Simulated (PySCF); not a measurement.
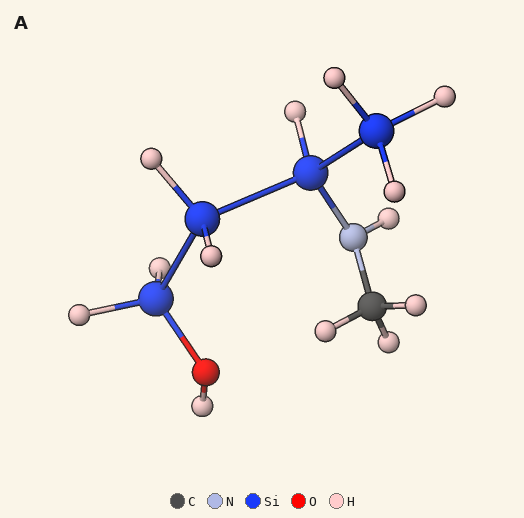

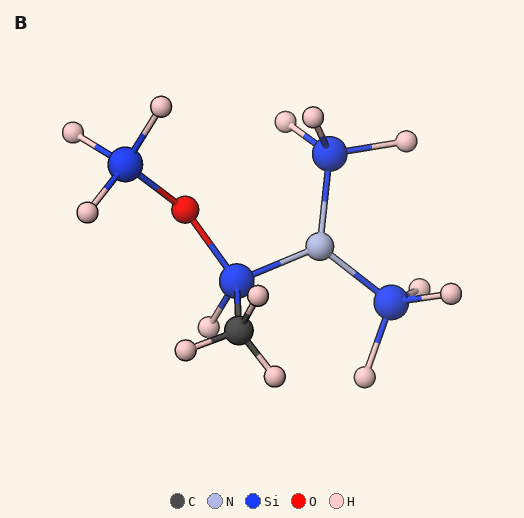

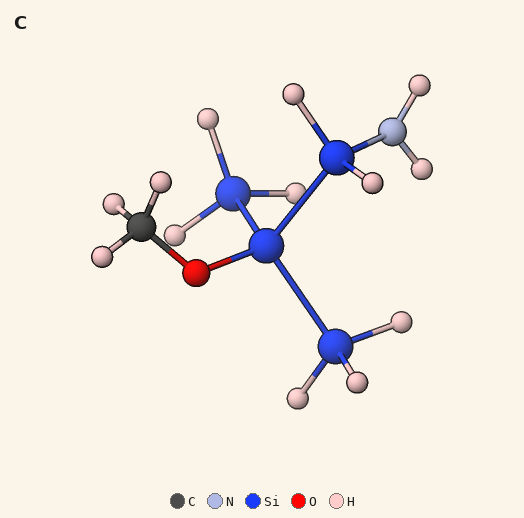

3 stationary structures of one formula. Geometries: PBE0-D3(BJ)/def2-SVP. Electronic energies: PBE0-D3(BJ)/def2-SVP (PySCF 2.14.0), without zero-point energy. No frequency run is at hand to confirm each as a minimum. Each is one conformer, not always the lowest.

**Rank them by energy, lowest first.**

B is lowest; A lies 2.609 eV above it, C lies 2.814 eV above it. A is `CN[Si@H]([SiH3])[SiH2][SiH2]O`, B is `C[Si@@H](O[SiH3])N([SiH3])[SiH3]`, C is `CO[Si]([SiH3])([SiH3])[SiH2]N`.
